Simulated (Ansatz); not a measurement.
# Two runs on C2H10AlAsO

System: C2H10AlAsO.
Method of run 1: RKS r2SCAN-D4/def2-TZVPP (Ansatz 0.2.0).

The geometry comes from this level: PBE0-D4/def2-TZVP. Text and figures count atoms from 1; the logs count them from 0 in places.

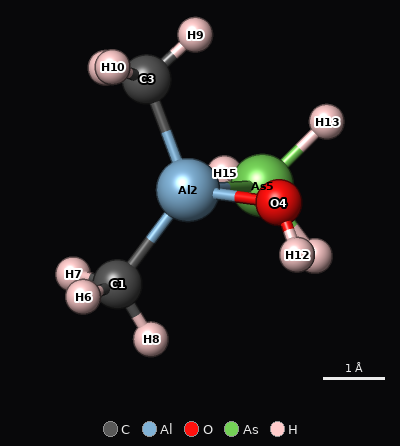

Figure 1. The input geometry (ball-and-stick view, seen at a tilt; atoms are numbered from 1 in the order of the input). Sticks mark near contacts. Bond lengths as drawn: Al–As 2.75 Å, Al–C 1.96 Å, Al–O 1.73 Å, As–H 1.51 Å, C–H 1.09 to 1.10 Å and H–O 0.96 Å.

## Input file, run 1
```yaml
crystal:
  periodic: [false, false, false]
  atoms:
    - {symbol: C, position_ang: [-1.725934, -0.241420, 1.110163]}
    - {symbol: Al, position_ang: [0.085421, -0.589929, 0.434367]}
    - {symbol: C, position_ang: [1.675260, 0.238348, 1.221036]}
    - {symbol: O, position_ang: [0.384673, -2.050031, -0.436056]}
    - {symbol: As, position_ang: [0.024120, 0.892319, -1.882021]}
    - {symbol: H, position_ang: [-1.902221, -0.786353, 2.044587]}
    - {symbol: H, position_ang: [-1.881632, 0.819364, 1.332658]}
    - {symbol: H, position_ang: [-2.510036, -0.549307, 0.411197]}
    - {symbol: H, position_ang: [2.564574, 0.088880, 0.601665]}
    - {symbol: H, position_ang: [1.893545, -0.202225, 2.200332]}
    - {symbol: H, position_ang: [1.552539, 1.314573, 1.380091]}
    - {symbol: H, position_ang: [-0.322968, -2.656997, -0.644928]}
    - {symbol: H, position_ang: [1.260669, 0.792500, -2.741808]}
    - {symbol: H, position_ang: [-0.955216, 0.494436, -2.961345]}
    - {symbol: H, position_ang: [-0.164593, 2.384943, -2.040639]}
basis:
  gaussian: {orbitals: def2-TZVPP}
hamiltonian: {xc: r2scan, dispersion: d4}
output: {forces: true, orbitals: {seedname: orbitals}}
```

Command:
```bash
ansatz run in.yaml --threads 4 --pin off --events-out ev --progress --plain --max-ram 11315MiB
```

Hardware: 4 threads of Arm Neoverse V2, 23 GiB of memory available, shared host.

## Output (run 1)
```
Functional definition: r2SCAN
  parameter k0 = 0.174
  parameter k1 = 0.065
  parameter a1 = 4.9479
  exchange = r2scan_x(k0 = k0, k1 = k1, a1 = a1)
  correlation = r2scan_c
1743 factors; their error is unknown
mean field evaluation 1: about -71702.1994 eV, gradient 1.0e2 eV
mean field evaluation 2: about -71581.3676 eV, gradient 2.1e2 eV
mean field evaluation 4: about -71722.4484 eV, gradient 1.9e1 eV
mean field evaluation 8: about -71723.1039 eV, gradient 1.5e-1 eV
mean field evaluation 16: about -71723.0850 eV, gradient 6.8e-4 eV
mean field -71723.08501245 eV, -2635.7747585545 hartree, gradient 9.1e-6 eV, S^2 0.000000; 0 other end points of the search recorded, 0 dependent functions left out
the calculation of the forces begins
reference -71723.08502827 eV, -2635.7747591360 hartree; 38, 38 occupied and 285, 285 virtual orbitals, 1743 factors
Total energy: -71723.17003692 eV, -2635.7778831460 hartree
Atom 0 at    -1.725934    -0.241420     1.110163 Å, force     0.045364    -0.005744    -0.005082 eV/Å
Atom 1 at     0.085421    -0.589929     0.434367 Å, force    -0.012735     0.039048    -0.007333 eV/Å
Atom 2 at     1.675260     0.238348     1.221036 Å, force    -0.035045    -0.028744    -0.014761 eV/Å
Atom 3 at     0.384673    -2.050031    -0.436056 Å, force     0.028698    -0.006511     0.013724 eV/Å
Atom 4 at     0.024120     0.892319    -1.882021 Å, force    -0.005657     0.008415     0.010140 eV/Å
Atom 5 at    -1.902221    -0.786353     2.044587 Å, force    -0.021740     0.015316    -0.009756 eV/Å
Atom 6 at    -1.881632     0.819364     1.332658 Å, force    -0.021231    -0.019076     0.005931 eV/Å
Atom 7 at    -2.510036    -0.549307     0.411197 Å, force    -0.004902     0.008508     0.024505 eV/Å
Atom 8 at     2.564574     0.088880     0.601665 Å, force     0.000896     0.013383     0.024435 eV/Å
Atom 9 at     1.893545    -0.202225     2.200332 Å, force     0.017628     0.019770    -0.009193 eV/Å
Atom 10 at     1.552539     1.314573     1.380091 Å, force     0.023231    -0.015808     0.007476 eV/Å
Atom 11 at    -0.322968    -2.656997    -0.644928 Å, force    -0.017555    -0.034171    -0.020471 eV/Å
Atom 12 at     1.260669     0.792500    -2.741808 Å, force    -0.039379     0.011270     0.001846 eV/Å
Atom 13 at    -0.955216     0.494436    -2.961345 Å, force     0.034111     0.019824     0.007670 eV/Å
Atom 14 at    -0.164593     2.384943    -2.040639 Å, force     0.008318    -0.025481    -0.029132 eV/Å
Dipole moment:    -0.248355     0.330056    -0.482201 e Å
```

The input of run 2 differs as follows (lines with − go, lines with + come):
```diff
-hamiltonian: {xc: r2scan, dispersion: d4}
+hamiltonian: {xc: pbe, dispersion: d4}
```

What does this change do to the results?

The total energies belong to different models, so their difference says nothing on which is more stable or more accurate. The largest force goes from 0.048 to 0.465 eV/Å. The HOMO goes from −6.15 to −5.90 eV. The LUMO goes from −0.62 to −0.86 eV. The dipole moment goes from 3.05 to 2.91 D. On the same kind of shared host run 2 took about 0.48 times as long.

## Output (run 2)
```
Functional definition: PBE
  parameter kappa = 0.804
  parameter beta = 0.06672455060314922
  exchange = pbe_x(kappa = kappa, mu = beta*pi^2/3)
  correlation = pbe_c(beta = beta)
1743 factors; their error is unknown
mean field evaluation 1: about -71682.4890 eV, gradient 1.1e2 eV
mean field evaluation 2: about -71464.7780 eV, gradient 2.5e2 eV
mean field evaluation 4: about -71707.0138 eV, gradient 2.1e1 eV
mean field evaluation 8: about -71707.9013 eV, gradient 2.2e-1 eV
mean field evaluation 16: about -71707.8799 eV, gradient 6.4e-3 eV
mean field -71707.87986454 eV, -2635.2159796752 hartree, gradient 2.3e-5 eV, S^2 0.000000; 0 other end points of the search recorded, 0 dependent functions left out
the calculation of the forces begins
reference -71707.87992153 eV, -2635.2159817697 hartree; 38, 38 occupied and 285, 285 virtual orbitals, 1743 factors
Total energy: -71708.19829849 eV, -2635.2276819071 hartree
Atom 0 at    -1.725934    -0.241420     1.110163 Å, force     0.063936     0.002436    -0.037654 eV/Å
Atom 1 at     0.085421    -0.589929     0.434367 Å, force    -0.070589     0.198060     0.113948 eV/Å
Atom 2 at     1.675260     0.238348     1.221036 Å, force    -0.049499    -0.030777    -0.051570 eV/Å
Atom 3 at     0.384673    -2.050031    -0.436056 Å, force     0.421280    -0.030662    -0.076458 eV/Å
Atom 4 at     0.024120     0.892319    -1.882021 Å, force    -0.018497    -0.167796     0.377830 eV/Å
Atom 5 at    -1.902221    -0.786353     2.044587 Å, force    -0.033153    -0.101346     0.173415 eV/Å
Atom 6 at    -1.881632     0.819364     1.332658 Å, force    -0.036264     0.195482     0.043930 eV/Å
Atom 7 at    -2.510036    -0.549307     0.411197 Å, force    -0.149763    -0.054829    -0.122539 eV/Å
Atom 8 at     2.564574     0.088880     0.601665 Å, force     0.172619    -0.021251    -0.106629 eV/Å
Atom 9 at     1.893545    -0.202225     2.200332 Å, force     0.040456    -0.081795     0.181483 eV/Å
Atom 10 at     1.552539     1.314573     1.380091 Å, force    -0.019556     0.194862     0.029030 eV/Å
Atom 11 at    -0.322968    -2.656997    -0.644928 Å, force    -0.335894    -0.300378    -0.116228 eV/Å
Atom 12 at     1.260669     0.792500    -2.741808 Å, force     0.165792     0.002823    -0.155229 eV/Å
Atom 13 at    -0.955216     0.494436    -2.961345 Å, force    -0.127944    -0.038936    -0.183433 eV/Å
Atom 14 at    -0.164593     2.384943    -2.040639 Å, force    -0.022923     0.234108    -0.069895 eV/Å
Dipole moment:    -0.240527     0.316123    -0.456841 e Å
```

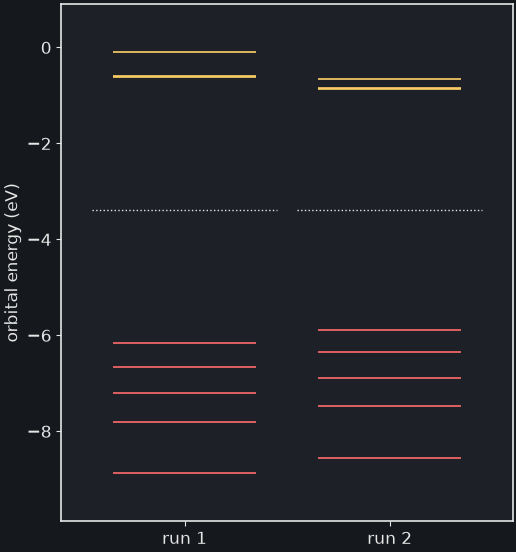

Figure 2. The five highest filled and three lowest empty orbital energies of the two runs; the dotted lines part filled from empty levels. The HOMO–LUMO gap is 5.53 eV in run 1 and 5.04 eV in run 2.

## The two runs side by side

```tsv
quantity	run 1	run 2
outcome	converged	converged
total energy (hartree)	−2635.777883	−2635.227682
HOMO (eV)	−6.15	−5.90
LUMO (eV)	−0.62	−0.86
dipole moment (D)	3.05	2.91
largest force (eV/Å)	0.048	0.465
basis functions	323	323
wall time (shared host)	10 s	4.8 s
```
